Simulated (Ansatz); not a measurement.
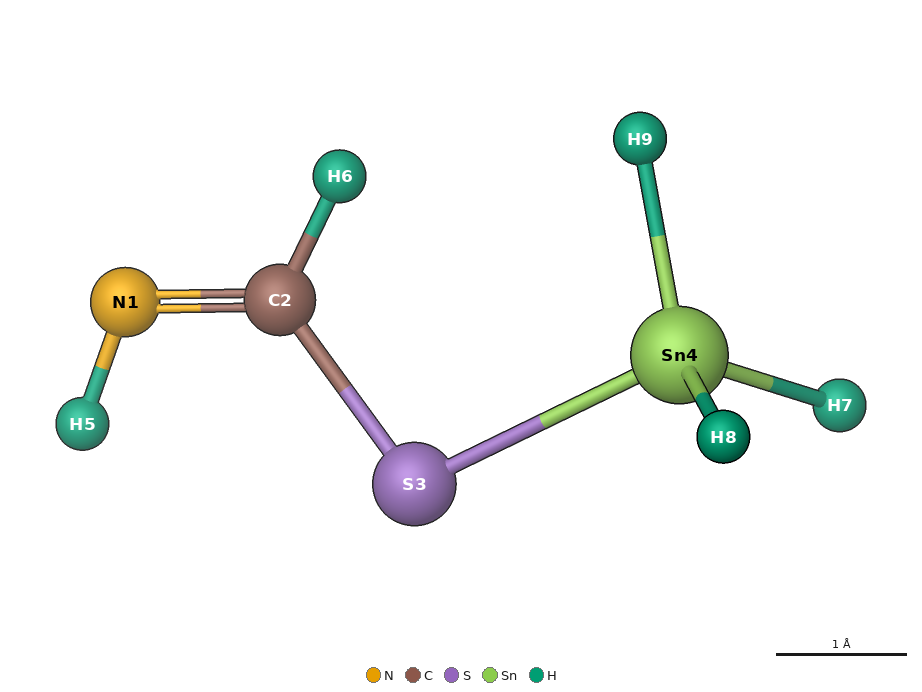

Atoms carry their numbers in the input. Computed geometry: PBE0-D4/def2-TZVP optimisation. No frequency run is at hand to confirm it as a minimum.

List the bonds and their lengths.

```csv
bond,length (Å)
N1–C2,1.258
N1–H5,1.020
C2–S3,1.774
C2–H6,1.092
S3–Sn4,2.415
Sn4–H7,1.702
Sn4–H8,1.702
Sn4–H9,1.703
```
